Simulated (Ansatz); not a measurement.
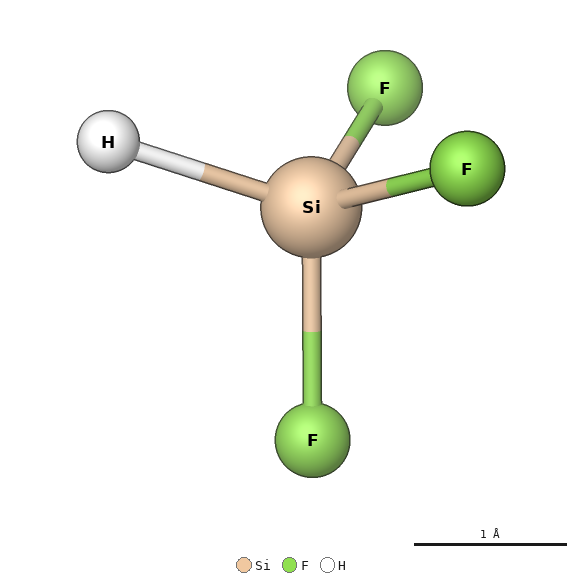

Rendered structure (ball-and-stick style). Every bond is drawn as one stick, whatever its order.

What does the picture show?

It has 5 atoms: 3 fluorine, 1 hydrogen and 1 silicon (F₃HSi). The point group is C3v. Coordination: 1 Si tetrahedral.

The parts below concern this one geometry. Atoms keep their numbers from picture to picture. Computed geometry: PBE0-D4/def2-TZVP optimisation.

Dipole moment

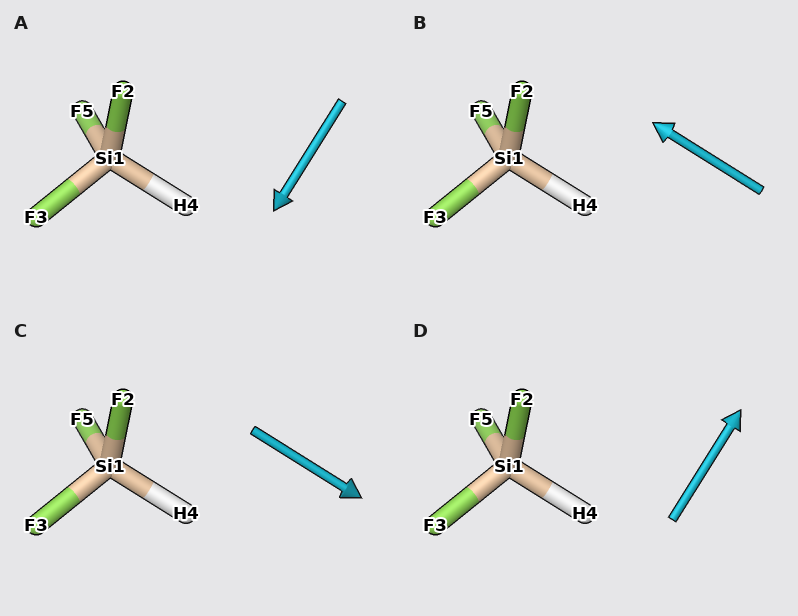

The same molecule four times, each with an arrow. Level of theory: RKS PBE0-D4/def2-TZVP (Ansatz 0.2.0).

> Which arrow points along the dipole moment, from the negative to the positive end?

C. The dipole moment is 1.32 D; it points from the side of F2, F3, F5 to the side of H4 (the outermost atoms at the two ends).

Charges

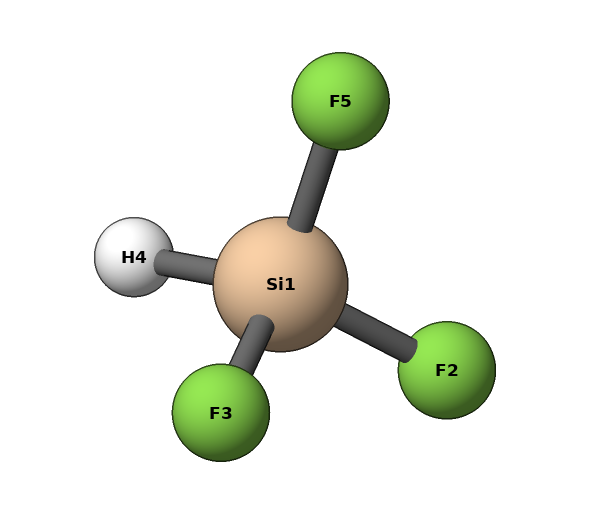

The questions are on Mulliken charges. Properties computed with RKS PBE0-D4/def2-TZVP (Ansatz 0.2.0).

Give the Mulliken charges atom by atom.

| atom | value (e) |
| --- | --- |
| Si1 | 0.86 |
| F2 | −0.28 |
| F3 | −0.28 |
| H4 | −0.02 |
| F5 | −0.28 |

Electronic properties

Level of theory: RKS PBE0-D4/def2-TZVPP (Ansatz 0.2.0).

> Give the HOMO energy (Kohn–Sham orbital) at this level.

−11.22 eV.

> What is the LUMO energy (Kohn–Sham orbital)?

1.03 eV.

Thermal motion

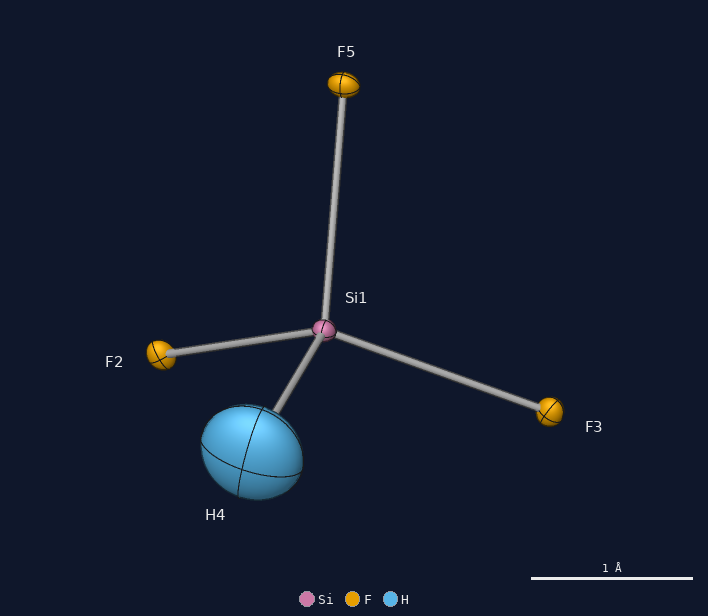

Displacement ellipsoids at the 50 % level, enlarged 1.5 times, from the internal vibrations of the free molecule (harmonic, no overall translation or rotation; no half-axis is drawn under 0.075 Å). Vibrations computed with RKS PBE0-D4/def2-TZVP (Ansatz 0.2.0). Temperature: 298 K.

List U_eq and the three principal root-mean-square amplitudes for each kind of atom.

```json
{"atom": "Si1", "U_eq (Å²)": "0.00077", "rms amplitudes (Å)": "0.026, 0.026, 0.031"}
{"atom": "F2, F3, F5", "U_eq (Å²)": "0.0013", "rms amplitudes (Å)": "0.018, 0.039, 0.046"}
{"atom": "H4", "U_eq (Å²)": "0.0165", "rms amplitudes (Å)": "0.088, 0.144, 0.144"}
```

Mulliken values depend strongly on the basis set and can even reverse the polarity of a bond.
